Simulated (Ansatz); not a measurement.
# Calculations on SiNH6F

Part 1: Relaxation

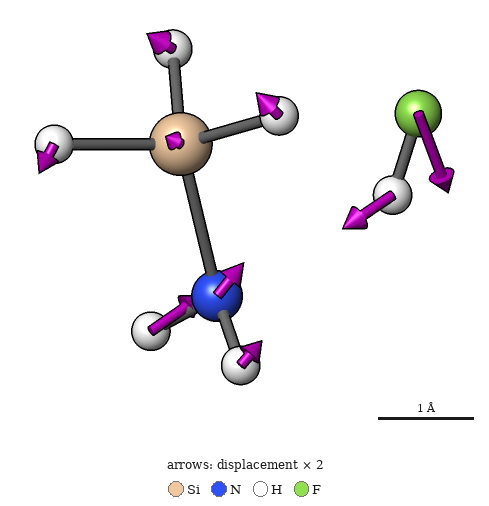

A relaxation of SiNH₆F. The starting structure is drawn; purple arrows show the displacements, magnified 2 times. The two geometries are superimposed by the best rigid fit.

A ball-and-stick model, seen at a tilt.

The run prepares an end point of a later path (reaction) calculation, from a guessed geometry.

All numbers below come from Ansatz 0.2.0, RKS PBE0-D4/def2-SVP. (no spin polarisation; force threshold 0.03 eV/Å; at most 50 steps)

> Which element moves most?

Fluorine: up to 0.53 Å, against 0.36 Å for hydrogen.

> What did the optimiser do to the structure, and how much energy did it gain?

The atom that moves furthest after the best rigid fit is the F atom (0.53 Å). Largest moves by element: F 0.53 Å, H 0.36 Å, N 0.23 Å, Si 0.12 Å. Some distances before and after: N–Si 1.798 → 1.769 Å, F–H 0.927 → 0.951 Å. Among the angles between lasting bonds that change: H–Si–H 114.4° → 112.2°. After 6 accepted moves (7 points after the start) the energy has fallen by 0.271 eV. The largest force component goes from 0.76 to 0.018 eV/Å. The line search rejected the trial step at point 3 of the run. The run took 17 s on 1 thread of Arm Neoverse V2, on a shared host, peak memory 0.14 GiB.

Limits of the set-up: the start holds two separate molecules, 2.2 Å apart at their closest, whose relative position is a soft coordinate.

Part 2: Relaxation

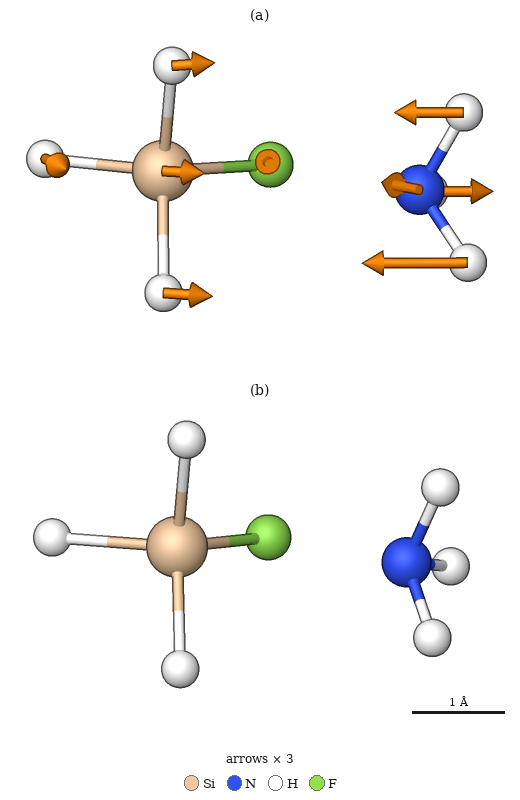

The structure of SiNH$_{6}$F before (top) and after (bottom) a relaxation, at one scale. The orange arrows give the displacements, magnified 3 times.

The picture is a ball-and-stick view, seen at a tilt.

The run prepares an end point of a later path (reaction) calculation, from a guessed geometry.

Theory: RKS PBE0-D4/def2-SVP (Ansatz). Set-up: no spin polarisation; force threshold 0.03 eV/Å; at most 50 steps.

### What changed between the two?

The largest move after the best rigid fit is that of an H atom, 0.39 Å. Largest moves by element: H 0.39 Å, N 0.21 Å, Si 0.16 Å, F 0.14 Å. Among the contacts that change: N–Si 3.016 → 2.664 Å, F–Si 1.615 → 1.637 Å, H–N 1.037 → 1.019 Å. Among the angles between lasting bonds that change: H–Si–F 105.0° → 101.9°, H–Si–F 110.4° → 113.5°, H–Si–H 108.6° → 105.8°. The energy falls by 1.29 kcal/mol in 8 geometry steps. The largest force component goes from 0.58 to 0.0089 eV/Å. Cost: 21 s on 1 thread of Arm Neoverse V2 (shared host), peak memory 0.14 GiB.

Part 3: Path

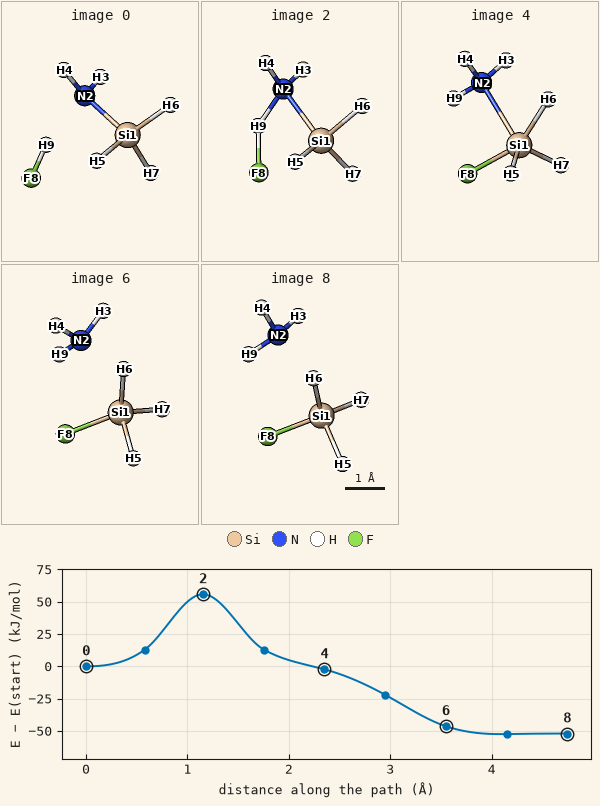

A nudged-elastic-band calculation for SiNH6F. Images are numbered from 0 (start) to 8 (end). The picture is a ball-and-stick view, seen at a tilt.

These are results of RKS PBE0-D4/def2-SVP in Ansatz 0.2.0, not measurements. Set-up: 7 movable images; climbing image; force threshold 0.05 eV/Å; iteration limit 60; starting path through a guess of the saddle point.

Read off the barrier and say what moves.

Answer. The energy climbs by 55.8 kJ/mol to image 2 and then falls by 107.8 kJ/mol, so the end point sits at −52.0 kJ/mol. Image 7 lies below both ends, at −52.4 kJ/mol, which points to an intermediate minimum that so few images don't resolve. Breaking: F8–H9 (0.95 → 1.23 at the top → 2.40 Å), Si1–N2 (1.77 → 1.88 at the top → 2.66 Å). Forming: N2–H9 (1.70 → 1.20 at the top → 1.02 Å), Si1–F8 (3.16 → 2.07 at the top → 1.64 Å). The band converged in 13 iterations, with a climbing image at the top. At the top, the vibrational analysis gives one imaginary mode (658i cm⁻¹), as a transition state must have.

Cost: 3.2 min on 1 thread of Arm Neoverse V2, with other jobs on the host, peak memory 0.14 GiB.
